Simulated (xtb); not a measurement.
**CH$_{6}$O$_{3}$Si: geometry relaxation (part 3 of 3)**

CH$_{6}$O$_{3}$Si, SMILES OC(O)O[SiH3]; GFN1-xTB, ALPB solvent thf (xtb 6.7.1 later snapshot). The starting geometry was optimised with GFN1-xTB.

What the program printed, continued:
```
         :::::::::::::::::::::::::::::::::::::::::::::::::::::
         ::                     SUMMARY                     ::
         :::::::::::::::::::::::::::::::::::::::::::::::::::::
         :: total energy             -21.434702816505 Eh    ::
         :: w/o Gsasa/hb/shift       -21.425009687649 Eh    ::
         :: gradient norm              0.000548737109 Eh/a0 ::
         :: HOMO-LUMO gap              7.188301863132 eV    ::
         ::.................................................::
         :: SCC energy               -21.559051277131 Eh    ::
         :: -> electrostatic           0.127155783600 Eh    ::
         :: -> Gsolv                  -0.017838656367 Eh    ::
         ::    -> Gelec               -0.008145527512 Eh    ::
         ::    -> Gsasa               -0.005658893105 Eh    ::
         ::    -> Ghb                 -0.010268523169 Eh    ::
         ::    -> Gshift               0.006234287418 Eh    ::
         :: repulsion energy           0.127399438613 Eh    ::
         :: dispersion energy         -0.003050977986 Eh    ::
         :: halogen bond corr.         0.000000000000 Eh    ::
         :: add. restraining           0.000000000000 Eh    ::
         :: total charge               0.000000000000 e     ::
         :::::::::::::::::::::::::::::::::::::::::::::::::::::

           -------------------------------------------------
          |                Property Printout                |
           -------------------------------------------------

    * Orbital Energies and Occupations

         #    Occupation            Energy/Eh            Energy/eV
      -------------------------------------------------------------
         1        2.0000           -0.8141746             -22.1548
       ...           ...                  ...                  ...
         4        2.0000           -0.7054005             -19.1949
         5        2.0000           -0.6700503             -18.2330
         6        2.0000           -0.6528079             -17.7638
         7        2.0000           -0.6333499             -17.2343
         8        2.0000           -0.5820043             -15.8371
         9        2.0000           -0.5747034             -15.6385
        10        2.0000           -0.5666948             -15.4206
        11        2.0000           -0.5364378             -14.5972
        12        2.0000           -0.5171514             -14.0724
        13        2.0000           -0.5092306             -13.8569
        14        2.0000           -0.5086127             -13.8401
        15        2.0000           -0.4507122             -12.2645
        16        2.0000           -0.4504842             -12.2583 (HOMO)
        17                         -0.1863190              -5.0700 (LUMO)
        18                         -0.1427144              -3.8835
        19                         -0.1417916              -3.8583
        20                         -0.1156333              -3.1465
        21                         -0.0990071              -2.6941
        22                         -0.0699747              -1.9041
        23                         -0.0460114              -1.2520
        24                         -0.0450603              -1.2262
        25                         -0.0308949              -0.8407
        26                          0.0403862               1.0990
        27                          0.0436483               1.1877
       ...                                ...                  ...
        37                          1.4003452              38.1053
      -------------------------------------------------------------
                  HL-Gap            0.2641652 Eh            7.1883 eV
             Fermi-level           -0.3184016 Eh           -8.6641 eV

  Mulliken/CM5 charges         n(s)   n(p)   n(d)
     1     -0.58605 -0.79216   1.688  4.898  0.000
     2      0.61582  0.62975   0.926  2.458  0.000
     3     -0.58605 -0.79215   1.688  4.898  0.000
     4     -0.42227 -0.47528   1.634  4.788  0.000
     5      0.35435  0.09281   1.173  1.716  0.757
     6      0.38985  0.56878   0.610  0.000  0.000
     7      0.06950  0.15216   0.930  0.000  0.000
     8      0.38985  0.56877   0.610  0.000  0.000
     9     -0.07629  0.01418   1.076  0.000  0.000
    10     -0.07436  0.01656   1.074  0.000  0.000
    11     -0.07436  0.01657   1.074  0.000  0.000

Wiberg/Mayer (AO) data.
largest (>0.10) Wiberg bond orders for each atom

 ---------------------------------------------------------------------------
     #   Z sym  total        # sym  WBO       # sym  WBO       # sym  WBO
 ---------------------------------------------------------------------------
     1   8      1.919 --     2      0.985     6      0.838
     2   6      3.815 --     1      0.985     3      0.985     7      0.951
                             4      0.871
     3   8      1.919 --     2      0.985     8      0.838
     4   8      2.375 --     5      1.414     2      0.871
     5  14      4.302 --     4      1.414    10      0.946    11      0.946
                             9      0.945
     6   1      0.857 --     1      0.838
     7   1      1.015 --     2      0.951
     8   1      0.857 --     3      0.838
     9   1      0.990 --     5      0.945
    10   1      0.991 --     5      0.946
    11   1      0.991 --     5      0.946
 ---------------------------------------------------------------------------

Topologies differ in total number of bonds
Writing topology from bond orders to xtbtopo.mol

 dipole moment from electron density (au)
     X       Y       Z
  -0.3444  -0.3989  -1.0886  total (Debye):    3.074

           -------------------------------------------------
          |                Geometry Summary                 |
           -------------------------------------------------

      molecular mass/u    :       94.1420939
   center of mass at/Å    :       -0.0566007      -0.0116601       0.1164893
  moments of inertia/u·Å² :        0.5865777E+02   0.2382242E+03   0.2762376E+03
rotational constants/cm⁻¹ :        0.2873896E+00   0.7076373E-01   0.6102584E-01

 * 10 selected distances

     #   Z          #   Z                                           value/Å
     1   8          2   6                                         1.3804193
     2   6          3   8                                         1.3804185
     2   6          4   8                                         1.4209144
     4   8          5  14                                         1.6121213 (max)
     1   8          6   1                                         0.9617884 (min)
     2   6          7   1                                         1.1029809
     3   8          8   1                                         0.9618211
     5  14          9   1                                         1.4510184
     5  14         10   1                                         1.4491820
     5  14         11   1                                         1.4491641

 * 5 distinct bonds (by element types)

   Z      Z             #   av. dist./Å        max./Å        min./Å
   1 H    6 C           1     1.1029809     1.1029809     1.1029809
   1 H    8 O           2     0.9618048     0.9618211     0.9617884
   6 C    8 O           3     1.3939174     1.4209144     1.3804185
   1 H   14 Si          3     1.4497882     1.4510184     1.4491641
   8 O   14 Si          1     1.6121213     1.6121213     1.6121213

optimized geometry written to: xtbopt.xyz

           -------------------------------------------------
          | TOTAL ENERGY              -21.434702816505 Eh   |
          | GRADIENT NORM               0.000548737109 Eh/α |
          | HOMO-LUMO GAP               7.188301863132 eV   |
           -------------------------------------------------

------------------------------------------------------------------------
------------------------------------------------------------------------
 total:
 *  cpu-time:     0 d,  0 h,  0 min,  0.077 sec
 * ratio c/w:     1.000 speedup
 SCF:
 *  cpu-time:     0 d,  0 h,  0 min,  0.009 sec
 * ratio c/w:     1.000 speedup
 ANC optimizer:
 *  cpu-time:     0 d,  0 h,  0 min,  0.063 sec
 * ratio c/w:     1.000 speedup
```

File xtbopt.xyz:
```
11
 energy: -21.434702816505 gnorm: 0.000548737109 xtb: 6.7.1
O           -1.95847045836136        0.31068311951245        0.54686681099274
C           -0.76959989036332       -0.27828980300543        0.92799000353787
O           -0.81566767426834       -1.65774193011790        0.90465343731693
O            0.28686988722139        0.18418449670683        0.09793798790259
Si           1.49300856422923        0.71636569635311       -0.82993443646945
H           -2.19445141178915        0.09026779627465       -0.35909500443491
H           -0.56438439337404        0.02973930766465        1.96701419333893
H           -0.98097403568988       -1.99687863500612        0.01991630550241
H            2.44567578624511        1.40864087588608        0.01778849390892
H            0.94310478402089        1.61798847195447       -1.82231055834625
H            2.11489784212947       -0.42494839622278       -1.47081823324980
```

Standard error:
```
normal termination of xtb
```

Trajectory as extended XYZ (Å, eV, eV/Å), 8 frames, from step=0 to step=7:
```
11
Properties=species:S:1:pos:R:3 step=0 energy=-583.25746
O    -1.9634    0.3059    0.5445
C    -0.7768   -0.2785    0.9494
O    -0.8227   -1.6602    0.9010
O     0.2805    0.1877    0.1381
Si    1.4663    0.7016   -0.8256
H    -2.1026    0.1580   -0.4000
H    -0.6001    0.0138    1.9957
H    -0.8696   -1.9603   -0.0160
H     2.4354    1.3986   -0.0069
H     0.8906    1.5882   -1.8165
H     2.0623   -0.4547   -1.4637
11
Properties=species:S:1:pos:R:3 step=1 energy=-583.26168
O    -1.9659    0.3071    0.5457
C    -0.7778   -0.2802    0.9437
O    -0.8231   -1.6626    0.9029
O     0.2821    0.1878    0.1337
Si    1.4707    0.7039   -0.8266
H    -2.1215    0.1563   -0.3932
H    -0.5950    0.0157    1.9898
H    -0.8819   -1.9738   -0.0071
H     2.4396    1.4016   -0.0046
H     0.9007    1.5932   -1.8184
H     2.0721   -0.4489   -1.4659
11
Properties=species:S:1:pos:R:3 step=2 energy=-583.26521
O    -1.9662    0.3081    0.5468
C    -0.7772   -0.2811    0.9371
O    -0.8226   -1.6630    0.9045
O     0.2852    0.1878    0.1251
Si    1.4780    0.7077   -0.8291
H    -2.1528    0.1469   -0.3828
H    -0.5864    0.0194    1.9825
H    -0.9077   -1.9934    0.0053
H     2.4440    1.4051    0.0009
H     0.9169    1.6024   -1.8213
H     2.0888   -0.4399   -1.4691
11
Properties=species:S:1:pos:R:3 step=3 energy=-583.26643
O    -1.9638    0.3090    0.5472
C    -0.7754   -0.2806    0.9337
O    -0.8205   -1.6614    0.9049
O     0.2872    0.1878    0.1185
Si    1.4832    0.7105   -0.8301
H    -2.1715    0.1353   -0.3761
H    -0.5808    0.0219    1.9778
H    -0.9280   -2.0022    0.0117
H     2.4453    1.4067    0.0061
H     0.9265    1.6075   -1.8227
H     2.0979   -0.4345   -1.4709
11
Properties=species:S:1:pos:R:3 step=4 energy=-583.26717
O    -1.9606    0.3101    0.5469
C    -0.7731   -0.2797    0.9313
O    -0.8176   -1.6592    0.9046
O     0.2883    0.1874    0.1116
Si    1.4876    0.7131   -0.8305
H    -2.1851    0.1201   -0.3697
H    -0.5757    0.0243    1.9737
H    -0.9486   -2.0051    0.0160
H     2.4457    1.4075    0.0109
H     0.9339    1.6117   -1.8232
H     2.1050   -0.4303   -1.4716
11
Properties=species:S:1:pos:R:3 step=5 energy=-583.26762
O    -1.9584    0.3108    0.5464
C    -0.7714   -0.2789    0.9302
O    -0.8157   -1.6578    0.9042
O     0.2884    0.1866    0.1064
Si    1.4903    0.7147   -0.8303
H    -2.1905    0.1072   -0.3652
H    -0.5719    0.0261    1.9711
H    -0.9630   -2.0028    0.0178
H     2.4456    1.4078    0.0139
H     0.9378    1.6142   -1.8229
H     2.1088   -0.4280   -1.4715
11
Properties=species:S:1:pos:R:3 step=6 energy=-583.26789
O    -1.9577    0.3109    0.5462
C    -0.7703   -0.2784    0.9292
O    -0.8150   -1.6573    0.9041
O     0.2878    0.1855    0.1019
Si    1.4919    0.7157   -0.8299
H    -2.1927    0.0966   -0.3617
H    -0.5682    0.0280    1.9690
H    -0.9739   -1.9989    0.0188
H     2.4456    1.4081    0.0160
H     0.9405    1.6162   -1.8224
H     2.1118   -0.4264   -1.4711
11
Properties=species:S:1:pos:R:3 step=7 energy=-583.26798
O    -1.9585    0.3107    0.5469
C    -0.7696   -0.2783    0.9280
O    -0.8157   -1.6577    0.9046
O     0.2869    0.1842    0.0979
Si    1.4930    0.7164   -0.8299
H    -2.1944    0.0903   -0.3591
H    -0.5644    0.0297    1.9670
H    -0.9810   -1.9969    0.0199
H     2.4457    1.4086    0.0178
H     0.9431    1.6180   -1.8223
H     2.1149   -0.4249   -1.4708
```

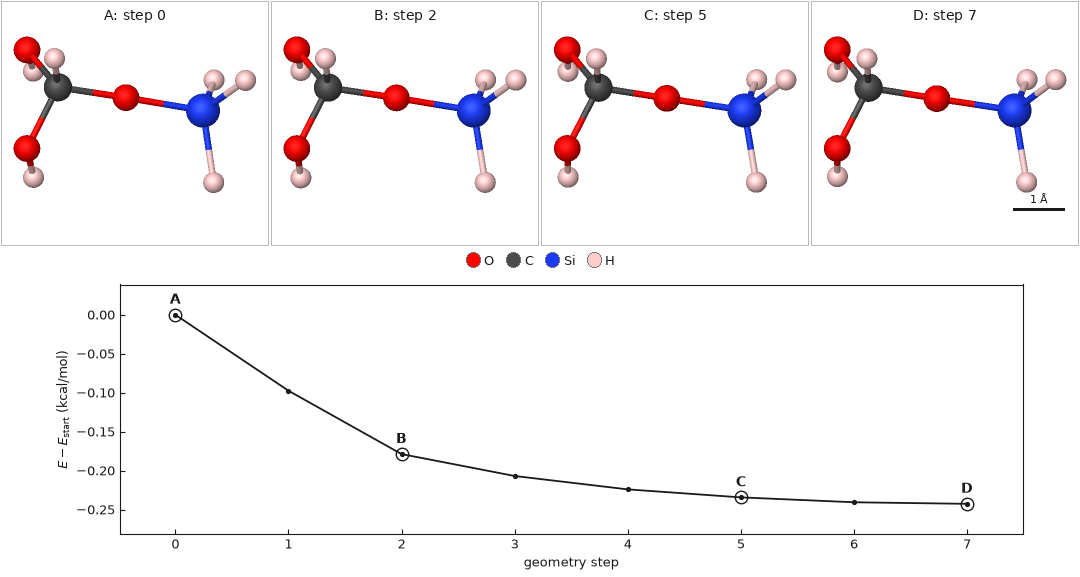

**Figure 1.** Frames of the relaxation (ball-and-stick view, seen at a tilt) above the curves, on which the letters mark them (steps are counted from 0).

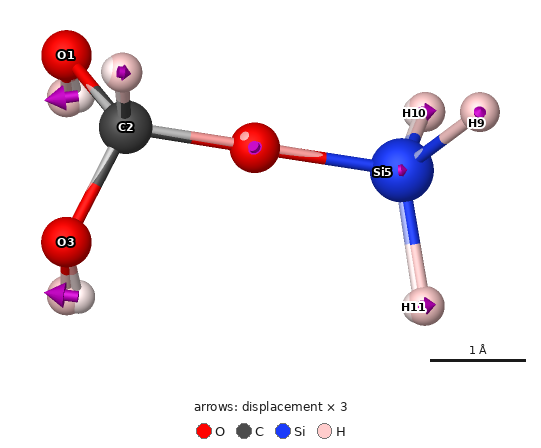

**Figure 2.** Start (faint) and end (solid) with the displacements as pink arrows, magnified 3 times (ball-and-stick view, seen at a tilt). The two geometries are laid on each other by the best rigid fit. The largest moves after the best rigid fit, 0.12 Å, are those of H6 and H8. By element the largest moves are H 0.12 Å, O 0.04 Å, Si 0.03 Å, C 0.02 Å. Distances before and after: C2–O4 1.412 → 1.421 Å, O1–H6 0.966 → 0.962 Å. The energy falls by 0.24 kcal/mol in 7 geometry steps. (Atoms are counted from 1 in the order of the input.)

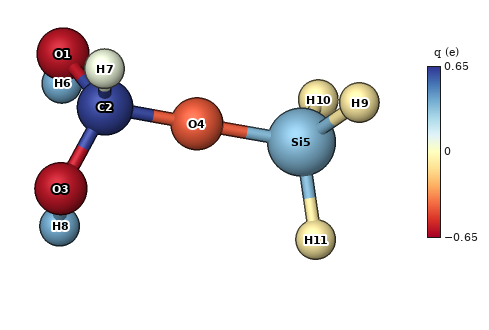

**Figure 3.** Mulliken charges, as the colour of each atom (ball-and-stick view, seen at a tilt; atoms are numbered from 1 in the order of the input). By element: O −0.59 to −0.42, C +0.62, Si +0.35 and H −0.08 to +0.39 e.

The run was set up as follows.

Input (struc.xyz):
```
11
CH6O3Si
O     -1.963382     0.305899     0.544514
C     -0.776762    -0.278523     0.949392
O     -0.822690    -1.660241     0.901006
O      0.280471     0.187678     0.138110
Si     1.466306     0.701585    -0.825635
H     -2.102579     0.158008    -0.399951
H     -0.600059     0.013809     1.995745
H     -0.869590    -1.960333    -0.016055
H      2.435444     1.398644    -0.006921
H      0.890565     1.588170    -1.816462
H      2.062285    -0.454685    -1.463734
```

File detailed.inp:
```
$gbsa
   gbsagrid=tight
$end
```

Run as:
```bash
xtb struc.xyz -c 0 --uhf 0 -I detailed.inp --alpb thf -o --gfn 1 | tee out.txt
```

Summary:

- outcome: converged
- electrons treated: 32
- total energy: −21.434703 hartree
- dispersion energy: −0.003051 hartree
- solvation energy: −0.017839 hartree
- basis functions: 38
- HOMO: −12.26 eV
- LUMO: −5.07 eV
- dipole moment: 3.07 D
- hardware: 1 thread of Arm Neoverse V1, 24 GiB of memory available, shared host
- peak memory: 0.072 GiB

Settings chosen away from the usual ones: method = gfn1-xtb; task = optimise; x = {"surface_grid": "tight"}; geo = {"prev": "A"}; sm = ALPB; solvent = thf.
